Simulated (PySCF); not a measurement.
System: C8H13O2 (SMILES COC([O-])=C1CCCCC1) (charge −1).

```xyz
23

C     3.7162   -0.3085   -0.4096
O     2.3852   -0.1581   -0.7819
C     1.5723    0.5457    0.1479
O     2.1542    1.0797    1.1159
C     0.2237    0.5319   -0.1747
C    -0.7518    1.2698    0.6854
C    -1.9608    0.3994    1.0442
C    -2.5899   -0.2095   -0.2073
C    -1.5713   -0.9894   -1.0358
C    -0.3583   -0.1199   -1.3885
H     4.1934    0.6540   -0.1547
H     4.2392   -0.7649   -1.2667
H     3.8378   -0.9689    0.4720
H    -0.2404    1.6230    1.5946
H    -2.7218    0.9813    1.6010
H    -1.6235   -0.4151    1.7114
H    -3.0001    0.6101   -0.8309
H    -3.4491   -0.8527    0.0599
H    -2.0565   -1.3840   -1.9507
H    -1.2222   -1.8609   -0.4517
H    -0.7124    0.6405   -2.1319
H     0.4045   -0.7199   -1.9060
H    -1.1482    2.1836    0.1726
```

Geometry: PBE0-D3(BJ)/ma-def2-SVP.

All numbers below come from DFT single point, gas phase, functional wB97X in PySCF 2.14.0, density-fitted response routines.

**Predict the electron density and electron localisation function between the atoms.**

C–O (1.25 Å): the density is about 3 e/Å³ at the midpoint; the ELF peaks at about 0.85 between the atoms: a polar covalent bond.
C–C (1.39 Å): ρ is about 2.1 e/Å³ halfway; the ELF peaks at about 0.95 between the atoms; a covalent bond.
C–H (1.10 Å): ρ is about 1.9 e/Å³ halfway; the ELF climbs to about 1 towards the hydrogen, as it does in any bond to H (an ordinary covalent bond to hydrogen).
C–O (1.39 Å): ρ at the midpoint is about 2.2 e/Å³, with its minimum of 1.8 e/Å³ about 0.5 Å from C; the ELF peaks at about 0.90 between the atoms (a polar covalent bond).

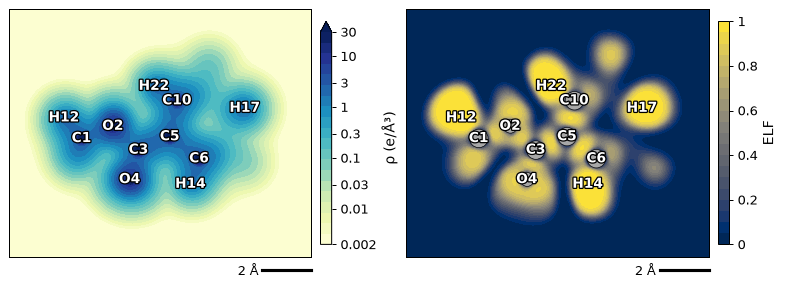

Computed electron density and electron localisation function on the plane of atoms C3, C5 and C6, in this order. Grey discs cover the atomic cores in the ELF map. 
